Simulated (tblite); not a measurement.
**Run report: C6H10F2 (charge +1), frequency calculation**

The run: frequency calculation of C6H10F2, charge +1, multiplicity 2. Method and program: GFN2-xTB harmonic vibrations, gas phase (tblite 0.8.0).

It belongs to a series of runs on one base structure; here: electron removed.

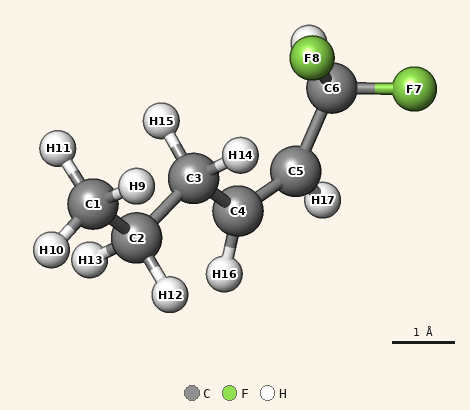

*The structure (ball-and-stick view, seen at a tilt; atoms are numbered from 1 in the order of the input).*

Bond lengths as drawn: C–C 1.35 to 1.51 Å, C–F 1.34 to 1.35 Å and C–H 1.08 to 1.11 Å.

## Summary

```tsv
quantity	value
outcome	converged
total energy	−731.3192 eV
zero-point energy	88.2630 kcal/mol
hardware	1 CPU thread, shared host
wall time	0.58 s
peak memory	0.18 GiB
```

## Input
```
{"job": {"kind": "ir", "xc": "GFN2-xTB", "basis": "xTB"}, "charge": 1, "multiplicity": 2}
C     -2.690529     0.423311     0.704270
C     -1.734017    -0.350707    -0.166828
C     -0.293656     0.087054    -0.088762
C      0.658930    -0.676809    -0.912585
C      1.999098    -0.526427    -0.942115
C      2.824649     0.376109    -0.077403
F      3.880073    -0.265279     0.440169
F      2.134722     0.914077     0.952350
H     -2.447045     0.316559     1.764281
H     -3.708399     0.072143     0.558954
H     -2.656348     1.494600     0.497432
H     -1.819390    -1.425874     0.052729
H     -2.079871    -0.280033    -1.210976
H      0.056518     0.034406     0.959551
H     -0.197955     1.166226    -0.286782
H      0.244936    -1.461058    -1.537080
H      2.603890    -1.112262    -1.622119
H      3.215636     1.220282    -0.690023
```

The first line tells a small driver script what to run in tblite; the rest is the geometry in Å.

Launched with:
```bash
OMP_NUM_THREADS=1 python <driver script> task.json out
```

## Log
```
mode    cm-1     km/mol
  1      37.3      1.89
  2      56.3      2.18
  3      98.8      3.80
  4     114.9      4.01
  5     141.0      2.67
  6     235.6      2.10
  7     257.0      5.74
  8     325.2     10.68
  9     409.3     12.47
 10     453.9     20.58
 11     536.5     20.82
 12     611.5    146.48
 13     670.0     49.20
 14     683.5     23.39
 15     786.0     13.39
 16     872.6     11.01
 17     876.7    112.45
 18     941.4     23.05
 19     964.7      7.49
 20    1025.2     88.12
 21    1039.0     10.78
 22    1077.3      0.13
 23    1082.5     23.25
 24    1097.2    246.52
 25    1116.3     50.47
 26    1132.3      4.01
 27    1176.0     39.34
 28    1198.4     13.65
 29    1219.9      4.51
 30    1226.1    135.02
 31    1264.8     43.46
 32    1310.1      8.74
 33    1337.5    206.33
 34    1340.9     38.89
 35    1364.8    129.12
 36    1383.5    353.95
 37    1439.3     13.96
 38    1560.3    108.15
 39    2737.4    163.99
 40    2793.2     38.36
 41    2836.8     23.94
 42    2881.8      1.55
 43    2890.5    117.33
 44    2964.5     30.49
 45    2994.8    143.87
 46    3038.3      3.95
 47    3066.6     16.63
 48    3073.5     42.97
```

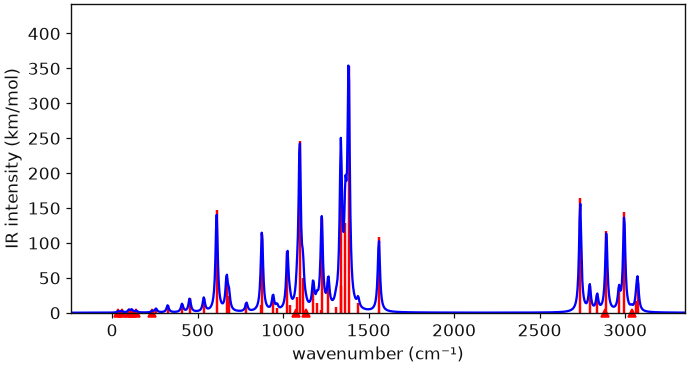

*Harmonic infrared spectrum, unscaled: sticks (degenerate modes added up, dark ones marked on the axis) with a Lorentzian envelope of 16 cm⁻¹ full width, scaled to the tallest stick.*

48 modes from 37 to 3074 cm⁻¹, none imaginary. The strongest line is at 1384 cm⁻¹ (354 km/mol).
